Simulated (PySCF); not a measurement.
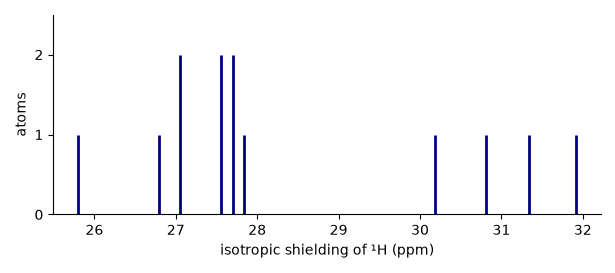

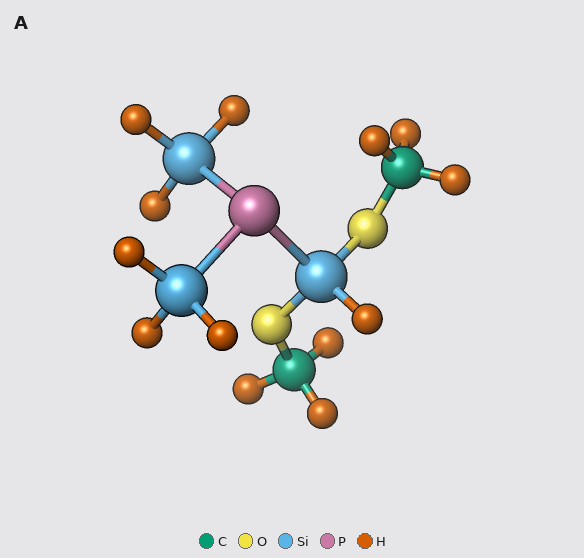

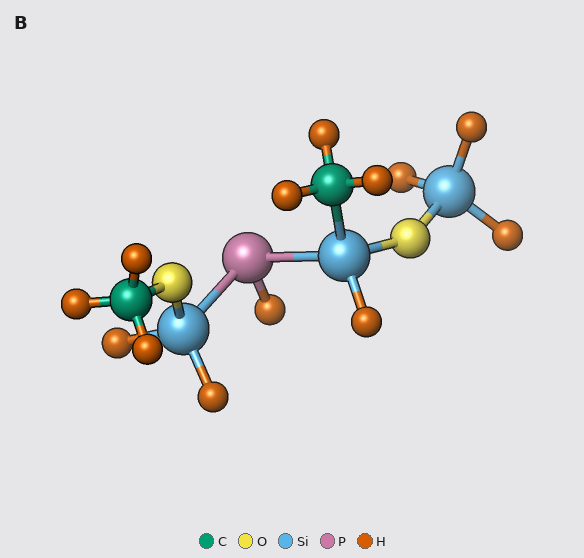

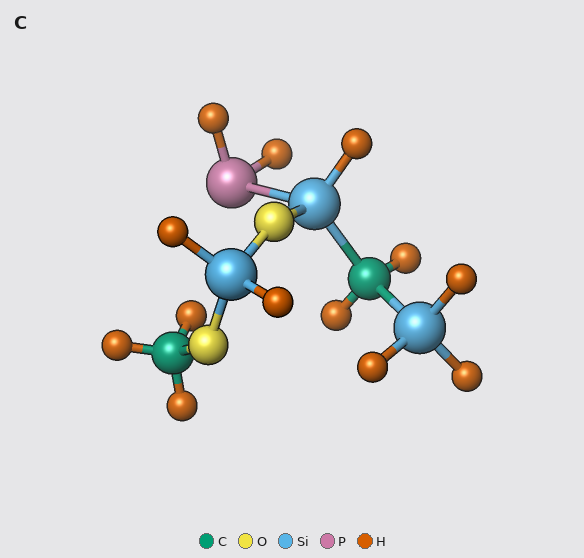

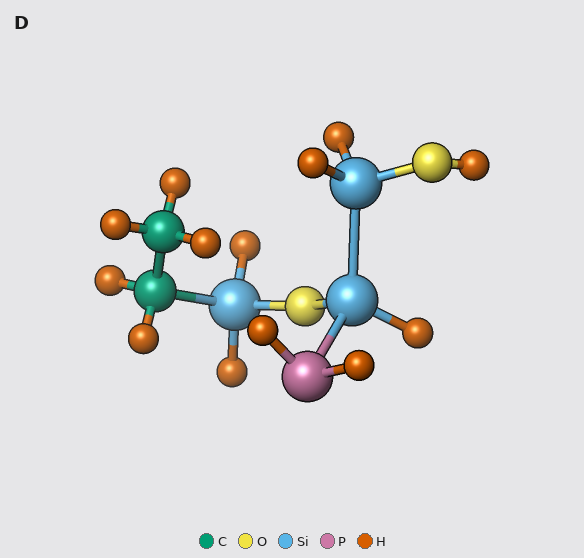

The sticks are computed shieldings of one of the molecules, for one fixed geometry (GFN2-xTB) without averaging over rotations. Low shielding means a high chemical shift. Method: GIAO PBE0/pcSseg-1 NMR shielding, non-relativistic, gas phase (PySCF 2.14.0).

### Match the spectrum to a structure.

C, `CO[SiH2]O[Si@H](P)C[SiH3]`. Its 13 H atoms give lines at 25.80, 26.80, 27.05 (2 atoms), 27.55 (2 atoms), 27.71 (2 atoms), 27.83, 30.19, 30.81, 31.34, 31.92 ppm.

The geometry is semi-empirical. Around P, Si such bond lengths and angles can be off by a tenth of an ångström or more and by several degrees, and values that hang on the shape move with them.
